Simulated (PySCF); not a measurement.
Consider C5H6Si.

Input file:

```
{"job": {"kind": "nmr", "xc": "PBE0", "basis": "pcSseg-1"}, "charge": 0, "multiplicity": 1}
C      3.006548     0.113934     0.276239
C      1.805785     0.038952     0.271687
C      0.407283    -0.036490     0.231768
C     -0.471508    -0.409674     1.183419
Si    -1.982298    -0.141256     0.090700
C     -0.438757     0.310900    -0.973500
H      4.053969     0.174140     0.292553
H     -0.237178    -0.729917     2.186128
H     -2.872671     0.970161     0.421474
H     -2.725575    -1.323508    -0.341972
H     -0.219785    -0.316439    -1.836405
H     -0.324614     1.348510    -1.283989
```

Run with:

```sh
OMP_NUM_THREADS=1 python probes_run.py task.json out
```

Geometry: GFN2-xTB.

The calculation used PySCF, PBE0/pcSseg-1, SCF density, gas phase, non-relativistic.

What will maps of the electron density and electron localisation function show?

Answer. C–C (1.20 Å): ρ is about 2.7 e/Å³ halfway; the ELF peaks at about 0.85 between the atoms: a short, multiple covalent bond.
C–Si (1.88 Å): the density is about 0.89 e/Å³ at the midpoint; the ELF peaks at about 0.95 between the atoms: a covalent bond.
C–H (1.05 Å): the density is about 2.1 e/Å³ at the midpoint; the ELF climbs to about 1 towards the hydrogen, as it does in any bond to H (a covalent bond by its length).
C–C (1.35 Å): ρ at the midpoint is about 2.2 e/Å³; the ELF peaks at about 0.90 between the atoms: a covalent bond.

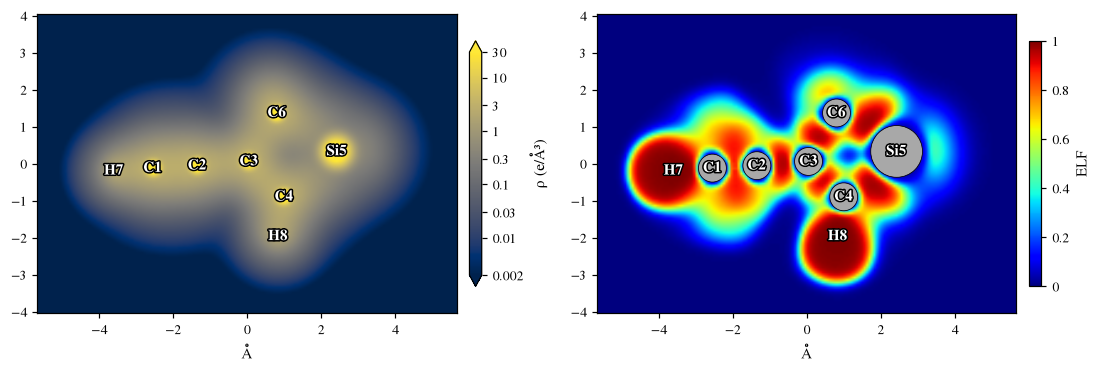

Computed electron density and electron localisation function on the plane of atoms C4, C3 and C6, in this order. Grey discs cover the atomic cores in the ELF map. 
